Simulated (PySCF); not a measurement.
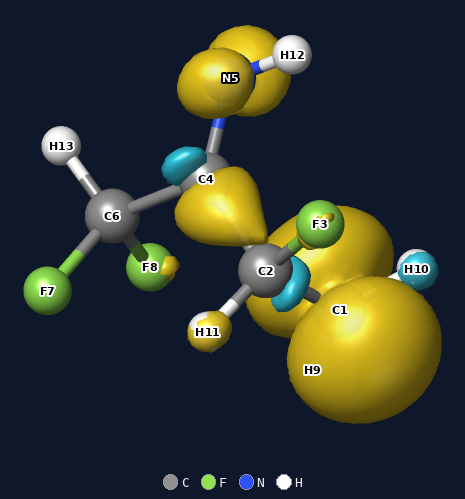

Figure. C$_{4}$H$_{5}$F$_{3}$N (doublet). Isosurfaces of the spin density at +0.03 (yellow) and −0.03 e/Å³ (cyan), seen at a tilt.

Geometry: GFN2-xTB.

Method: UKS B3LYP, pcH-1 on C F H N, non-relativistic, mean-field spin-orbit, GIAO in PySCF 2.14.0, density-fitted response routines.

```xyz
13

C    -1.3912    0.7006   -0.5967
C    -0.9605   -0.0650    0.5649
F    -1.7679   -1.1475    0.8286
C     0.3966   -0.5764    0.0547
N     0.6216   -1.6896   -0.4788
C     1.5475    0.4015    0.1577
F     1.5526    1.0208    1.3626
F     1.4472    1.3877   -0.7657
H    -1.0699    1.7141   -0.7218
H    -1.8806    0.1925   -1.4045
H    -0.8489    0.5048    1.4934
H    -0.1616   -2.3348   -0.5291
H     2.5108   -0.1083    0.0170
```

Describe the spin distribution.

The unpaired spin (1 electron) lies mostly on C1 (about 0.7) and N5 (about 0.1), in electrons by Hirshfeld's partition.
